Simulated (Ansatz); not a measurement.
# CH6SbSi: rigid scan of one bond length in Python

How does the energy of CH6SbSi change as one bond is stretched? Wanted for CH6SbSi: a rigid scan of one bond length. SMILES: [CH3][Sb][SiH3].

Program: Ansatz 0.2.0 through its Python package. Level of theory: Hartree-Fock/def2-SVP. These are calculated values, not measurements.

## Step 1: The structure

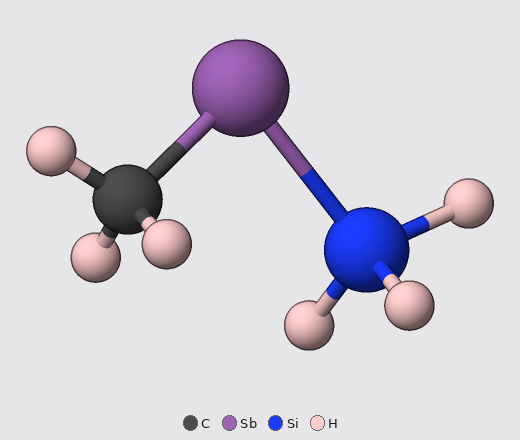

The starting structure, viewed from a chosen angle; carbon dark grey, antimony purple, silicon blue, hydrogen pink.

No structure file is read: the coordinates are typed or built in the script.

## Step 2: Script

ch6sbsi_scan.py

```python
import warnings

import ansatz as az
from ase import Atoms
import matplotlib.pyplot as plt
import numpy as np


def main() -> None:
    warnings.simplefilter("ignore", az.DeckWarning)

    atoms = Atoms(["C", "Sb", "Si", "H", "H", "H", "H", "H", "H"], positions=[
        (-0.7907, 1.0086, -1.0239),
        (1.2654, 0.5955, -0.8721),
        (0.8066, -1.0365, 0.9819),
        (-1.3255, 0.1395, -1.2875),
        (-0.991, 1.7977, -1.8547),
        (-1.2067, 1.4771, -0.0728),
        (2.1395, -1.6231, 1.4423),
        (-0.0152, -2.0851, 0.5073),
        (0.206, -0.3199, 2.1624),
    ])
    mol = az.Crystal.molecule_from_ase(atoms)

    symbols = [site.symbol for site in mol.cartesian_sites]
    start = np.array([site.position_ang for site in mol.cartesian_sites])
    axis = (start[3] - start[0]) / np.linalg.norm(start[3] - start[0])
    moving = [3]
    lengths, energies = [0.927, 0.97, 1.012, 1.054, 1.096, 1.138, 1.18, 1.244], []
    for length in lengths:
        xyz = start.copy()
        xyz[moving] += (length - np.linalg.norm(start[3] - start[0])) * axis
        point = az.Crystal.molecule()
        for symbol, place in zip(symbols, xyz):
            point = point.atom(symbol, place.tolist())
        calc = (
            point.calculation()
            .basis(gaussian="def2-SVP")
            .functional("hf")
            .spin("collinear", total=1)
        )
        data = calc.run(threads=1, backend="cpu").report
        energies.append(data["free_energy_ev"])
        print(f"r = {length:6.3f} A  E = {energies[-1]:.5f} eV  <S^2> = {abs(data['mean_field']['state']['spin_squared']):.3f}")

    fit = np.polynomial.Polynomial.fit(lengths, np.array(energies) - min(energies), 4).convert()
    roots = [r.real for r in fit.deriv().roots() if abs(r.imag) < 1e-9 and fit.deriv(2)(r.real) > 0]
    r_e = min(roots, key=lambda r: abs(r - lengths[int(np.argmin(energies))]))
    print(f"minimum of the fit at {r_e:.4f} A, force constant {fit.deriv(2)(r_e):.2f} eV/A^2")
    plt.figure(figsize=(4.5, 3))
    plt.plot(lengths, np.array(energies) - min(energies), "o-")
    plt.xlabel("bond length (A)")
    plt.ylabel("E - E(min) (eV)")
    plt.tight_layout()
    plt.savefig("scan.png", dpi=100)


if __name__ == "__main__":
    main()
```

## Step 3: What the engine is handed

The engine receives this input (first run):

```yaml
crystal:
  periodic: [false, false, false]
  atoms:
    - { symbol: C, position_ang: [-0.7907, 1.0086, -1.0239] }
    - { symbol: Sb, position_ang: [1.2654, 0.5955, -0.8721] }
    - { symbol: Si, position_ang: [0.8066, -1.0365, 0.9819] }
    - { symbol: H, position_ang: [-1.2610781874984418, 0.2441914682967542, -1.2557468403601146] }
    - { symbol: H, position_ang: [-0.991, 1.7977, -1.8547] }
    - { symbol: H, position_ang: [-1.2067, 1.4771, -0.0728] }
    - { symbol: H, position_ang: [2.1395, -1.6231, 1.4423] }
    - { symbol: H, position_ang: [-0.0152, -2.0851, 0.5073] }
    - { symbol: H, position_ang: [0.206, -0.3199, 2.1624] }
basis:
  gaussian:
    orbitals: def2-SVP
hamiltonian:
  xc: hf
magnetization:
  spin_polarized: true
  initial_magnetization: 1.0
```

## Step 4: Running it

Run with:

```sh
> python ch6sbsi_scan.py
```

Output:

```text
r =  0.927 A  E = -15493.69487 eV  <S^2> = 0.763
r =  0.970 A  E = -15494.03376 eV  <S^2> = 0.763
r =  1.012 A  E = -15494.23730 eV  <S^2> = 0.763
r =  1.054 A  E = -15494.34090 eV  <S^2> = 0.763
r =  1.096 A  E = -15494.36536 eV  <S^2> = 0.763
r =  1.138 A  E = -15494.32743 eV  <S^2> = 0.763
r =  1.180 A  E = -15494.24064 eV  <S^2> = 0.763
r =  1.244 A  E = -15494.03846 eV  <S^2> = 0.763
minimum of the fit at 1.0896 A, force constant 36.41 eV/A^2
```

Wall time 28 s (1 thread of Arm Neoverse N1, shared host); peak memory 0.31 GiB.

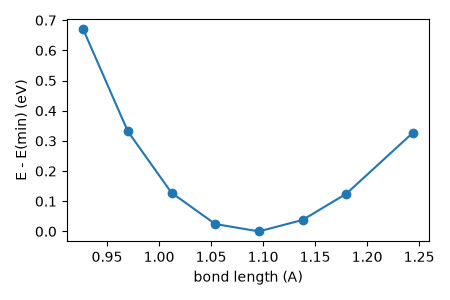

The script's own figure, scan.png.

## Step 5: Inputs of later runs

The engine's inputs for some of the other runs:

Run 5, against run 1:

```diff
@@ -7 +7 @@
-    - { symbol: H, position_ang: [-1.2610781874984418, 0.2441914682967542, -1.2557468403601146] }
+    - { symbol: H, position_ang: [-1.346832139696108, 0.1048332785903372, -1.2980144951830481] }
```

Run 6, against run 1:

```diff
@@ -7 +7 @@
-    - { symbol: H, position_ang: [-1.2610781874984418, 0.2441914682967542, -1.2557468403601146] }
+    - { symbol: H, position_ang: [-1.3681437727866523, 0.07019988233193787, -1.3085188827721796] }
```

Run 7, against run 1:

```diff
@@ -7 +7 @@
-    - { symbol: H, position_ang: [-1.2610781874984418, 0.2441914682967542, -1.2557468403601146] }
+    - { symbol: H, position_ang: [-1.3894554058771966, 0.03556648607353835, -1.319023270361311] }
```

## Step 6: The runs side by side

From the records of these 8 runs:

```
run  distance (Å)  energy from run 5 (eV)  <S²>  SCF cycles  CPU time (s)
  1          0.93                  0.6705  0.76          11           3.3
  2          0.97                  0.3316  0.76          11           3.4
  3          1.01                  0.1281  0.76          11           3.3
  4          1.05                  0.0245  0.76          11           3.3
  5          1.10                  0.0000  0.76          11           3.3
  6          1.14                  0.0379  0.76          11           3.3
  7          1.18                  0.1247  0.76          11           3.4
  8          1.24                  0.3269  0.76          11           3.3
```

## Step 7: Outcome

| quantity | value |
| --- | --- |
| bond length at the fit's minimum | 1.0896 Å |
| runs compared | 8 |
| range of energy | 0.670 eV |
| lowest point, distance (Å) | 1.10 |

**Reading.** The lowest point, at 1.10, lies inside the range. The ends stand 0.67 and 0.327 eV above it. The distance scanned is the script's pair 0, 3. The rest of the molecule is held rigid at a force-field or estimated start geometry, and the basis set is modest; single-reference methods fail as a bond breaks. def2 sets replace the cores of elements past krypton by effective core potentials. The run takes the species as open-shell (spin multiplicity 2), which needn't be its ground state. Spin-orbit coupling of the heavy open-shell atom is left out.
